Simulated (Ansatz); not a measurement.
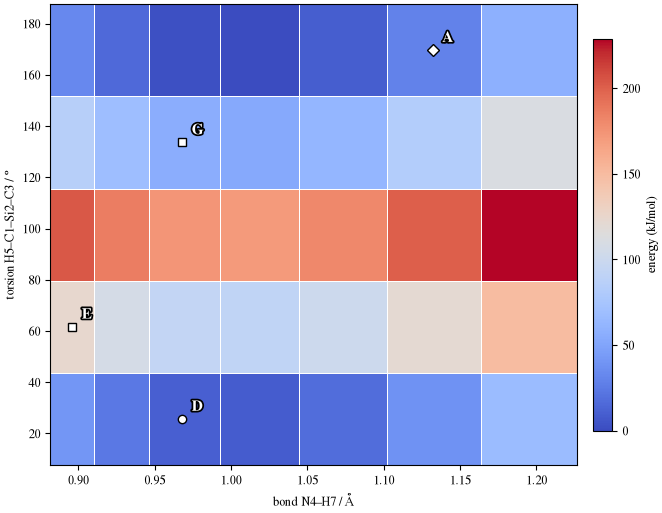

C₂H₃NSi, SMILES C=[Si]=C=N. Two internal coordinates are moved rigidly from the geometry relaxed at PBE0-D4/def2-TZVP, all others fixed. The first coordinate is: bond N4–H7; the second: torsion H5–C1–Si2–C3. The grid has 7 × 5 points. Points are written as (first, second). Energies are in kJ/mol, from the lowest grid point. Method: Ansatz 0.2.0, RKS PBE-D4/def2-TZVPP.

The picture shows one coloured cell a grid point, lettered points.

Question: Is E the lowest point of the computed grid?

Answer: No. E lies 124 kJ/mol above the lowest grid point, which is at (1.017 Å, 170°).

Question: Rank the lettered points by energy, lowest first.

Answer: D (11 kJ/mol), A (29 kJ/mol), G (56 kJ/mol), E (124 kJ/mol).
